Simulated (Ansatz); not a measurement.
**Geometry relaxation of SnH$_{2}$Cl$_{2}$**

System: SnH$_{2}$Cl$_{2}$.
Method: RKS PBE0/def2-SVP (Ansatz 0.2.0).

It belongs to a series of runs on one base structure; here: end point A relaxed. Figures and captions count atoms from 1; the log counts them from 0 in places.

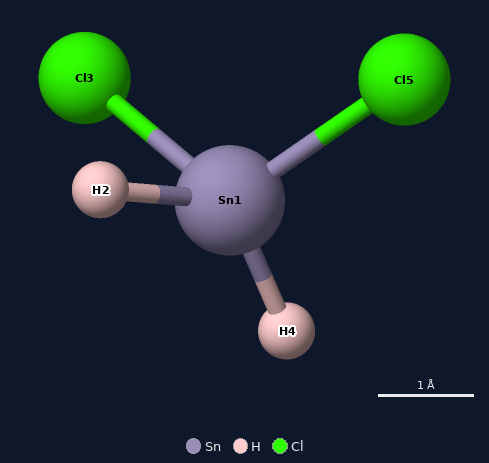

*The structure as given in the input (ball-and-stick view, seen at a tilt; atoms are numbered from 1 in the order of the input). Sticks mark near contacts.*

Bond lengths as drawn: Cl–Sn 2.34 to 2.38 Å and H–Sn 1.70 to 1.71 Å.

### Input
```yaml
crystal:
  periodic: [false, false, false]
  atoms:
    - { symbol: Sn, position_ang: [0.061194, 0.051805, 0.229086] }
    - { symbol: H, position_ang: [0.434044, -0.081001, 1.896419] }
    - { symbol: Cl, position_ang: [2.441185, -0.029127, 0.222974] }
    - { symbol: H, position_ang: [-0.588093, 1.38724, -0.595151] }
    - { symbol: Cl, position_ang: [-0.87143, -1.875716, -0.708029] }
basis:
  gaussian: { orbitals: def2-SVP }
hamiltonian:
  xc: pbe0
relax:
  f_tol: 0.03
  max_steps: 50
output:
  orbitals: {}
```

Hardware: 1 thread of Arm Neoverse V1, 24 GiB of memory available, shared host.

Launched with:
```bash
ansatz run input.yaml --threads 1 --pin off --max-ram 2048MiB --backend cpu --events-out ev --progress --plain --runs-dir out
```

### The program's output
```
The last accepted step is kept in [file] (removed where the run ends without a failure and the disk answers)
Engine: ansatz 0.2.0, aarch64-unknown-linux-gnu
Functional definition: PBE0
  parameter a = 0.25
  parameter kappa = 0.804
  parameter beta = 0.06672455060314922
  exchange = (1 - a)*pbe_x(kappa = kappa, mu = beta*pi^2/3) + a*exact_x
  correlation = pbe_c(beta = beta)
815 factors; integrals over basis functions are off by at most 3.8e-4 eV
mean field evaluation 1: about -30893.7448 eV, gradient 1.8e1 eV
mean field evaluation 2: about -30893.2261 eV, gradient 2.3e1 eV
mean field evaluation 4: about -30894.7269 eV, gradient 3.5e-1 eV
mean field evaluation 8: about -30894.7306 eV, gradient 4.1e-3 eV
mean field -30894.73055904 eV, -1135.3604068441 hartree, gradient 3.9e-5 eV, S^2 0.000000; 0 other end points of the search recorded, 0 dependent functions left out
the calculation of the forces begins
reference -30894.73058496 eV, -1135.3604077967 hartree; 29, 29 occupied and 43, 43 virtual orbitals, 815 factors
relax step   1: F+E_penalty+E_count = -30894.73055904 eV  Δ(F+E_penalty+E_count) = +0.000e0 eV  max|allowed force component| = 1.180e0 eV/Å  Δτ_max = 0.0000 Å  (22 SCF iters, accepted)
these checks for a lower state are left out or cut short: starts, cluster_reference, orbital_swaps, neighbouring_geometries, increment
815 factors; integrals over basis functions are off by at most 4.1e-4 eV
mean field evaluation 16: about -30895.0670 eV, gradient 1.3e-1 eV
mean field -30895.06711911 eV, -1135.3727751985 hartree, gradient 1.5e-5 eV, S^2 0.000000; 0 other end points of the search recorded, 0 dependent functions left out
the calculation of the forces begins
reference -30895.06714507 eV, -1135.3727761526 hartree; 29, 29 occupied and 43, 43 virtual orbitals, 815 factors
relax step   2: F+E_penalty+E_count = -30895.06711911 eV  Δ(F+E_penalty+E_count) = -3.366e-1 eV  max|allowed force component| = 5.716e-1 eV/Å  Δτ_max = 0.1950 Å  (27 SCF iters, accepted)
these checks for a lower state are left out or cut short: starts, cluster_reference, orbital_swaps, neighbouring_geometries, increment
815 factors; integrals over basis functions are off by at most 4.2e-4 eV
mean field -30895.19526274 eV, -1135.3774843901 hartree, gradient 1.1e-5 eV, S^2 0.000000; 0 other end points of the search recorded, 0 dependent functions left out
the calculation of the forces begins
reference -30895.19528845 eV, -1135.3774853351 hartree; 29, 29 occupied and 43, 43 virtual orbitals, 815 factors
relax step   3: F+E_penalty+E_count = -30895.19526274 eV  Δ(F+E_penalty+E_count) = -1.281e-1 eV  max|allowed force component| = 5.793e-1 eV/Å  Δτ_max = 0.1950 Å  (26 SCF iters, accepted)
these checks for a lower state are left out or cut short: starts, cluster_reference, orbital_swaps, neighbouring_geometries, increment
815 factors; integrals over basis functions are off by at most 4.4e-4 eV
mean field evaluation 32: about -30895.2160 eV, gradient 3.8e-4 eV
mean field -30895.21601568 eV, -1135.3782470466 hartree, gradient 1.4e-5 eV, S^2 0.000000; 0 other end points of the search recorded, 0 dependent functions left out
the calculation of the forces begins
reference -30895.21604111 eV, -1135.3782479812 hartree; 29, 29 occupied and 43, 43 virtual orbitals, 815 factors
relax step   4: F+E_penalty+E_count = -30895.21601568 eV  Δ(F+E_penalty+E_count) = -2.075e-2 eV  max|allowed force component| = 1.076e-1 eV/Å  Δτ_max = 0.0952 Å  (26 SCF iters, accepted)
these checks for a lower state are left out or cut short: starts, cluster_reference, orbital_swaps, neighbouring_geometries, increment
815 factors; integrals over basis functions are off by at most 4.4e-4 eV
mean field -30895.22072613 eV, -1135.3784201526 hartree, gradient 1.1e-5 eV, S^2 0.000000; 0 other end points of the search recorded, 0 dependent functions left out
the calculation of the forces begins
reference -30895.22075167 eV, -1135.3784210911 hartree; 29, 29 occupied and 43, 43 virtual orbitals, 815 factors
relax step   5: F+E_penalty+E_count = -30895.22072613 eV  Δ(F+E_penalty+E_count) = -4.710e-3 eV  max|allowed force component| = 5.411e-2 eV/Å  Δτ_max = 0.0580 Å  (26 SCF iters, accepted)
these checks for a lower state are left out or cut short: starts, cluster_reference, orbital_swaps, neighbouring_geometries, increment
815 factors; integrals over basis functions are off by at most 4.4e-4 eV
mean field -30895.22119438 eV, -1135.3784373604 hartree, gradient 1.3e-5 eV, S^2 0.000000; 0 other end points of the search recorded, 0 dependent functions left out
the calculation of the forces begins
reference -30895.22121988 eV, -1135.3784382976 hartree; 29, 29 occupied and 43, 43 virtual orbitals, 815 factors
relax step   6: F+E_penalty+E_count = -30895.22119438 eV  Δ(F+E_penalty+E_count) = -4.682e-4 eV  max|allowed force component| = 1.413e-3 eV/Å  Δτ_max = 0.0098 Å  (27 SCF iters, accepted)
```

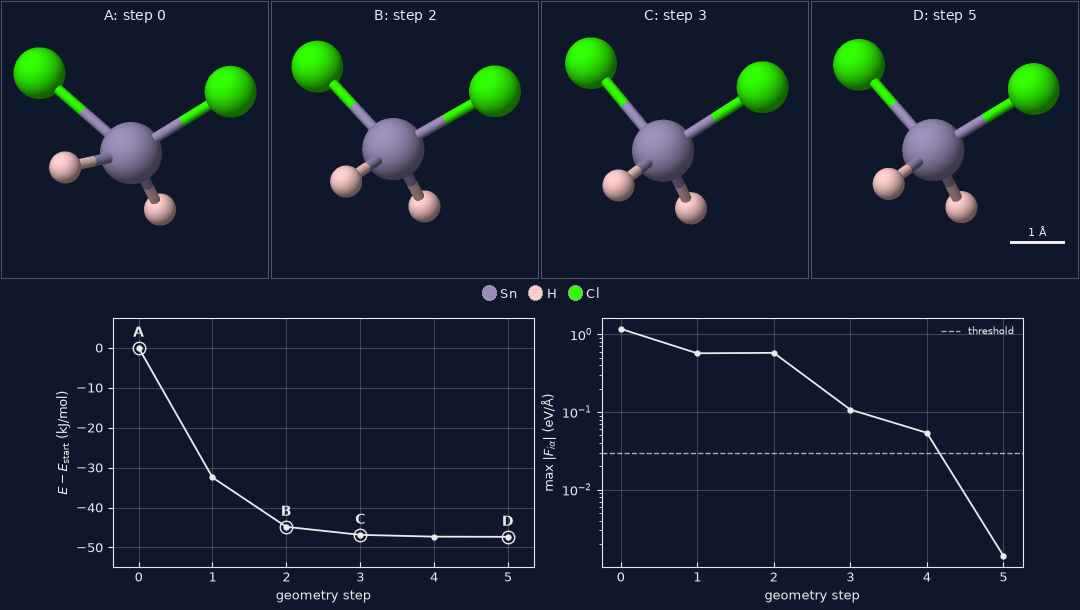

*Frames of the relaxation (ball-and-stick view, seen at a tilt) above the curves, on which the letters mark them (the first geometry is step 0 here and step 1 in the log).*

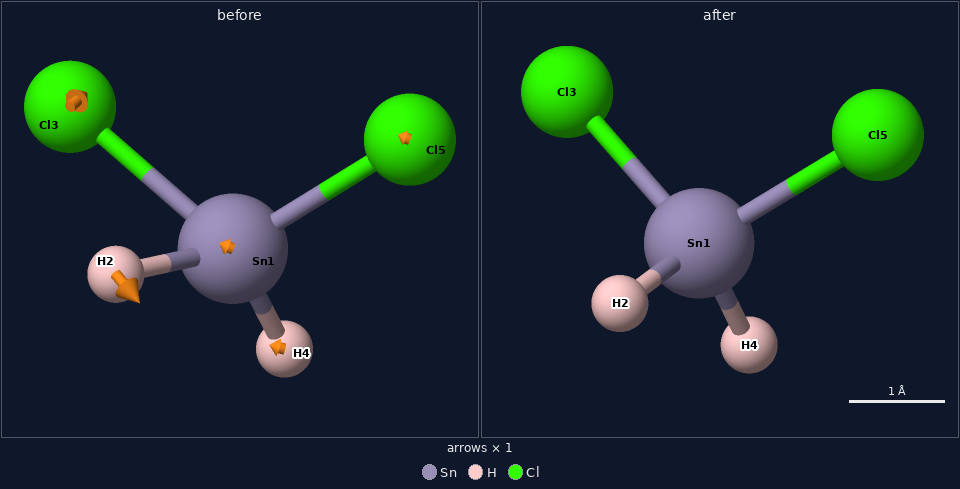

*Before (left) and after (right) the relaxation, at one scale (ball-and-stick view, seen at a tilt). The orange arrows give the displacements, at true length.*

The largest move after the best rigid fit is that of H2, 0.45 Å. Largest moves by element: H 0.45 Å, Cl 0.37 Å, Sn 0.16 Å. Among the contacts that change: Sn1–Cl3 2.381 → 2.344 Å, Sn1–H2 1.714 → 1.702 Å, Sn1–Cl5 2.337 → 2.344 Å, Sn1–H4 1.698 → 1.702 Å. Among the angles that change: H2–Sn1–Cl3 77.4° → 107.6°, H2–Sn1–H4 128.0° → 118.7°, H2–Sn1–Cl5 114.4° → 107.6°. The energy falls by 47.3 kJ/mol in 5 geometry steps. The largest force component goes from 1.2 to 0.0014 eV/Å. (Atoms are counted from 1 in the order of the input.)

```
815 factors; integrals over basis functions are off by at most 4.4e-4 eV
mean field -30895.22119438 eV, -1135.3784373604 hartree, gradient 1.3e-5 eV, S^2 0.000000; 1 other end points of the search recorded, 0 dependent functions left out
the calculation of the forces begins
reference -30895.22121988 eV, -1135.3784382976 hartree; 29, 29 occupied and 43, 43 virtual orbitals, 815 factors
Total energy: -30895.22121988 eV, -1135.3784382976 hartree
Atom 0 at     0.193584     0.040229     0.315120 Å, force     0.000116     0.000005    -0.000011 eV/Å
Atom 1 at    -0.002864    -0.072260     2.002392 Å, force    -0.000130    -0.000137     0.001391 eV/Å
Atom 2 at     2.492031    -0.026719    -0.138377 Å, force    -0.000898    -0.001077    -0.000485 eV/Å
Atom 3 at    -0.452687     1.391365    -0.494159 Å, force    -0.000500     0.000936    -0.000719 eV/Å
Atom 4 at    -0.753164    -1.879414    -0.639678 Å, force     0.001413     0.000273    -0.000175 eV/Å
Dipole moment:    -0.277291     0.407506     0.288901 e Å
```

### Trajectory as extended XYZ (Å, eV, eV/Å), 6 frames, from step=1 to step=6
```
5
Properties=species:S:1:pos:R:3:forces:R:3 step=1 energy=-30894.73056
Sn    0.0612    0.0518    0.2291    1.0205  -0.0684   0.7529
H     0.4340   -0.0810    1.8964   -1.1796   0.0360   0.0935
Cl    2.4412   -0.0291    0.2230    0.1572   0.0512  -0.8437
H    -0.5881    1.3872   -0.5952    0.0028  -0.0116   0.0046
Cl   -0.8714   -1.8757   -0.7080   -0.0009  -0.0072  -0.0073
5
Properties=species:S:1:pos:R:3:forces:R:3 step=2 energy=-30895.06712
Sn    0.1408    0.0480    0.2681    0.4801  -0.0093   0.1461
H     0.2502   -0.0804    1.9614   -0.5716   0.0245   0.0429
Cl    2.5044   -0.0237    0.0815   -0.2102   0.0337  -0.4270
H    -0.5673    1.3655   -0.5739    0.1802  -0.1285   0.1537
Cl   -0.8511   -1.8562   -0.6918    0.1216   0.0796   0.0843
5
Properties=species:S:1:pos:R:3:forces:R:3 step=3 energy=-30895.19526
Sn    0.2083    0.0384    0.2977   -0.5357   0.1404   0.4730
H     0.0602   -0.0785    2.0052   -0.0809   0.0319  -0.2133
Cl    2.4834   -0.0180   -0.0783    0.5793  -0.0243  -0.2082
H    -0.4881    1.3542   -0.5251    0.0638   0.0776   0.0253
Cl   -0.7870   -1.8427   -0.6542   -0.0265  -0.2256  -0.0768
5
Properties=species:S:1:pos:R:3:forces:R:3 step=4 energy=-30895.21602
Sn    0.1864    0.0498    0.3236    0.0799  -0.1076  -0.0872
H    -0.0155   -0.0460    2.0076    0.0042  -0.0324   0.0563
Cl    2.4782   -0.0679   -0.1592   -0.0090   0.0675   0.0419
H    -0.4646    1.4021   -0.4721   -0.0122   0.0392  -0.0493
Cl   -0.7076   -1.8848   -0.6546   -0.0629   0.0333   0.0382
5
Properties=species:S:1:pos:R:3:forces:R:3 step=5 energy=-30895.22073
Sn    0.1971    0.0359    0.3109   -0.0405   0.0541   0.0461
H    -0.0017   -0.0743    1.9979    0.0028  -0.0036   0.0076
Cl    2.4948   -0.0188   -0.1337    0.0341  -0.0178  -0.0186
H    -0.4511    1.3887   -0.4937    0.0004   0.0027  -0.0104
Cl   -0.7622   -1.8782   -0.6361    0.0032  -0.0355  -0.0247
5
Properties=species:S:1:pos:R:3:forces:R:3 step=6 energy=-30895.22119
Sn    0.1936    0.0402    0.3151    0.0001   0.0000   0.0000
H    -0.0029   -0.0723    2.0024   -0.0001  -0.0001   0.0014
Cl    2.4920   -0.0267   -0.1384   -0.0009  -0.0011  -0.0005
H    -0.4527    1.3914   -0.4942   -0.0005   0.0009  -0.0007
Cl   -0.7532   -1.8794   -0.6397    0.0014   0.0003  -0.0002
```

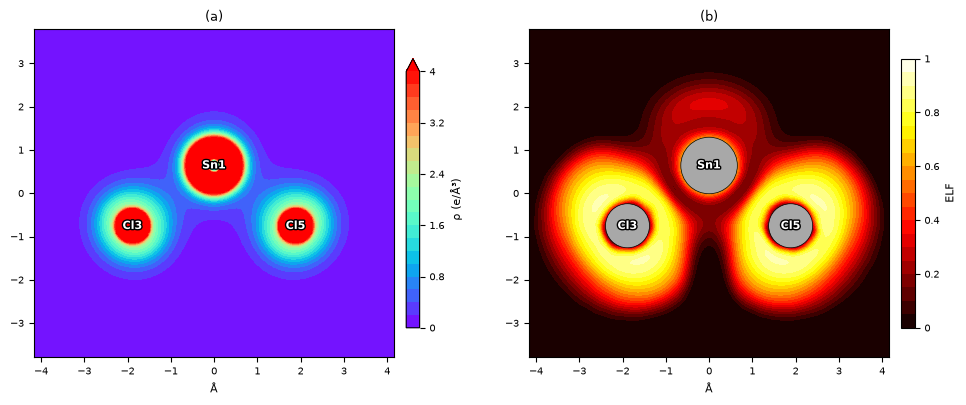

*(a) electron density; (b) ELF on the plane of atoms Cl3, Sn1 and Cl5. Grey discs, where drawn, cover atomic cores.*

Atoms in the plane: Sn and Cl.

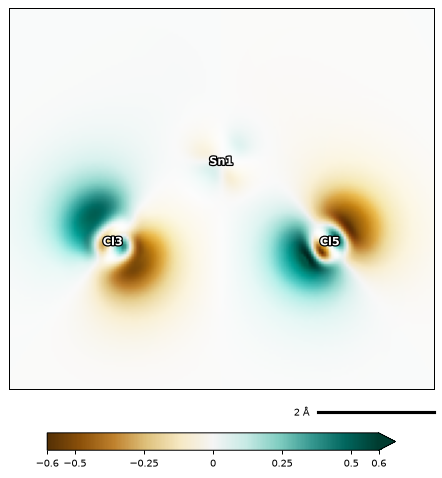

*One frontier orbital on the plane of atoms Cl3, Sn1 and Cl5 (values in Å⁻³ᐟ²; the overall sign is arbitrary).*

The HOMO−1, at −8.90 eV.

### Summary

- outcome: converged
- total energy: −30895.2212 eV
- mean-field energy: −30895.2212 eV
- largest force (length of the vector) at the end: 0.001 eV/Å
- wall time: 21 s
- peak memory: 0.15 GiB
